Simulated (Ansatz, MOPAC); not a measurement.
Dissociation curve of trigermane, SMILES [GeH3][GeH2][GeH3] (H8Ge3). The Ge1–Ge8 bond (Ge1 also carries Ge, H, H; Ge8 carries H, H, H) is stretched with both fragments frozen at the PBE0/def2-SVP optimised geometry.

```
11

Ge     0.0000     0.0000     0.0000
Ge     1.9315    -1.1675    -0.8914
H      0.0000     1.4555    -0.5122
H     -1.2887    -0.6767    -0.5120
H      1.9354    -2.6297    -0.4068
H      3.2279    -0.4896    -0.4093
H      1.9142    -1.1589    -2.4317
Ge     0.0000     0.0000     2.4266
H     -1.2335     0.7423     2.9747
H     -0.0203    -1.4467     2.9552
H      1.2688     0.6954     2.9553
```

Levels of theory: UKS-PBE = unrestricted PBE/cc-pVDZ in Ansatz (an electronic-structure program); RKS-PBE0 = restricted PBE0/cc-pVDZ (Ansatz); AM1, restricted, heats of formation (MOPAC).

Energies are in mEh, each relative to the lowest point of its own curve near equilibrium.

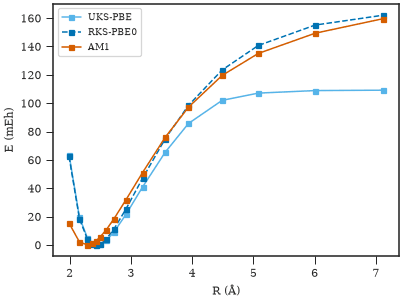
Fig. 1. Energy against bond length for each method.

```tsv
R / Å	UKS-PBE	RKS-PBE0	AM1
1.99	63.8	62.4	15.4
2.16	19.6	18.4	2.1
2.29	4.9	4.1	0.0
2.37	1.0	0.7	1.1
2.43	0.0	0.0	2.9
2.50	0.4	0.8	5.7
2.60	3.2	4.3	10.8
2.72	8.9	11.0	18.2
2.92	21.6	25.4	31.9
3.19	40.8	47.0	51.0
3.56	65.4	74.8	75.9
3.94	85.7	98.5	97.2
4.49	102.0	123.4	119.6
5.08	107.1	140.7	135.1
6.01	108.9	155.1	149.4
7.12	109.2	162.0	159.6
```

At the longest distance, 7.12 Å, RKS-PBE0 lies highest above its minimum (162.0 mEh) and UKS-PBE lowest (109.2 mEh).

The unrestricted determinant behind UKS-PBE is spin-contaminated at 4.49 to 7.12 Å (<S²> up to 1.0, against 0.00 for a pure singlet). The restricted form behind RKS-PBE0, AM1 keeps the bonding electrons paired and can't separate into open-shell fragments.
